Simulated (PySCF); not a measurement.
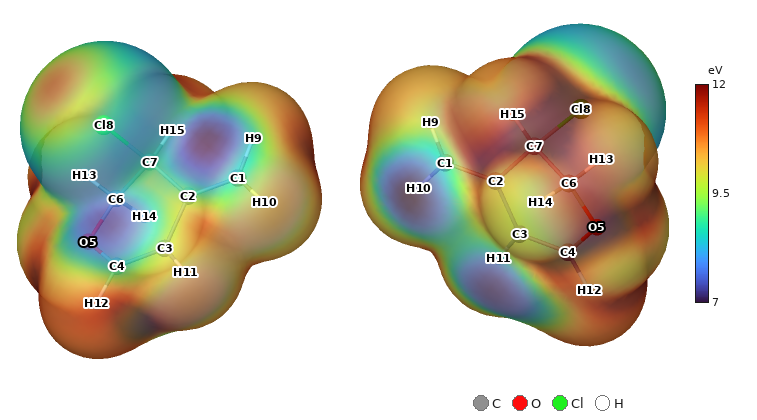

C6H7ClO, SMILES `C=C1C=COCC1Cl`. Average local ionisation energy on the surface of electron density 0.001 a.u. (back view left, front view right).

Method: PBE/def2-SVP; geometry: GFN2-xTB; program: PySCF. No frequency check shows the geometry to be a minimum. GFN2-xTB bond lengths at metals and heavier atoms can be off by up to 0.1 Å and shapes distorted, which carries into these values.

Question: Where are the most loosely bound electrons on this surface?

Answer: The lowest value is 7.1 eV, over C1, off the plane of its three bonds (2.0 Å). Further minima include 7.3 eV, off the C3–C4 bond (2.1 to 2.2 Å from its atoms); 7.4 eV, over C3, off the plane of its three bonds (2.1 Å); 8.2 eV, 2.1 Å from Cl8. For comparison, the highest occupied orbital lies at −5.1 eV.

Question: What volume does the surface enclose, and what is the dipole moment?

Answer: About 153 Å³; the dipole moment is 1.8 D.
